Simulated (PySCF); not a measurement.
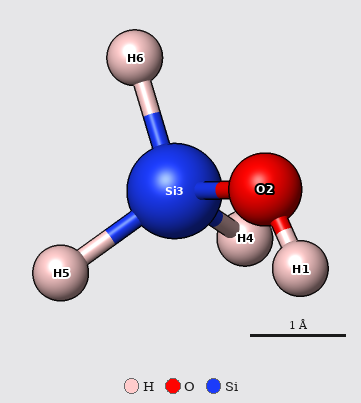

The structure as given in the input (ball-and-stick view, seen at a tilt; atoms are numbered from 1 in the order of the input).

**Two runs on SiH$_{4}$O**

System: SiH$_{4}$O.
Method of the first run: RKS PBE0-D4/def2-TZVPP, density fitting (PySCF 2.14.0).

The geometry comes from this level: PBE0-D4/def2-TZVP. Text and figures count atoms from 1; the logs count them from 0 in places.

## Input, the first run
```python
import json, numpy as np
from pyscf import gto, scf, dft, mp, cc
EV, BOHR = 27.211386245988, 0.529177210903
mol = gto.M(atom="""
H -0.178522 -1.213757 0.969699
O 0.056679 -0.292463 0.856296
Si 1.352009 0.059028 -0.100054
H 2.603079 -0.558579 0.420469
H 1.151553 -0.420350 -1.495563
H 1.477053 1.534303 -0.088362
""", basis="def2-tzvpp", charge=0, spin=0, max_memory=8670, verbose=0)
def mean_field(mol, dm=None):
    mf = dft.RKS(mol, xc="pbe0").density_fit()
    mf.conv_tol = 1e-9; mf.grids.level = 4
    mf.kernel(dm0=dm)
    if not mf.converged: mf = mf.newton().run(mf.mo_coeff, mf.mo_occ)
    assert mf.converged
    return mf
def d4(mol):
    from pyscf.dispersion.dftd4 import DFTD4Dispersion
    real = gto.M(atom=[(mol.atom_pure_symbol(i), mol.atom_coord(i)) for i in range(6)], unit='B', charge=mol.charge, spin=None, basis='def2-svp', verbose=0)
    r = DFTD4Dispersion(real, xc="pbe0", atm=True).get_dispersion(grad=True); return r["energy"], r["gradient"]
def energy_and_gradient(mol, dm=None):
    mf = mean_field(mol, dm); e, g = d4(mol)
    return mf, (mf.e_tot + e) * EV, (mf.nuc_grad_method().kernel()[:6] + g) * EV / BOHR
out = {}
mf = mean_field(mol); e = d4(mol)[0]
out.update(energy=(mf.e_tot + e) * EV, converged=True, dispersion=e * EV)
out['s2'] = mf.spin_square()[0]; out['nelec'] = mol.nelec
print(f"Total energy {out['energy']:.6f} eV, <S^2> {out['s2']:.4f}")
json.dump(out, open("out.json", "w"), default=float)
```

Command:
```bash
OMP_NUM_THREADS=4 python run.py
```

Hardware: 4 threads of Arm Neoverse V1, 23 GiB of memory available, shared host.

## Output (the first run)
```
Total energy -9986.345628 eV, <S^2> 0.0000
```

For the second run the input was changed thus:
```diff
-    mf = dft.RKS(mol, xc="pbe0").density_fit()
+    mf = dft.RKS(mol, xc="pbe").density_fit()
-    r = DFTD4Dispersion(real, xc="pbe0", atm=True).get_dispersion(grad=True); return r["energy"], r["gradient"]
+    r = DFTD4Dispersion(real, xc="pbe", atm=True).get_dispersion(grad=True); return r["energy"], r["gradient"]
```

What does this change do to the results?

The total energies belong to different models, so their difference says nothing on which is more stable or more accurate. The functional changes from PBE0 to PBE.

## Output (the second run)
```
Total energy -9985.457306 eV, <S^2> 0.0000
```

## The two runs side by side

| quantity | the first run | the second run |
| --- | --- | --- |
| outcome | converged | converged |
| total energy (hartree) | −366.991433 | −366.958788 |
| basis functions | 129 | 129 |
| wall time (shared host) | 3.4 s | 3.9 s |
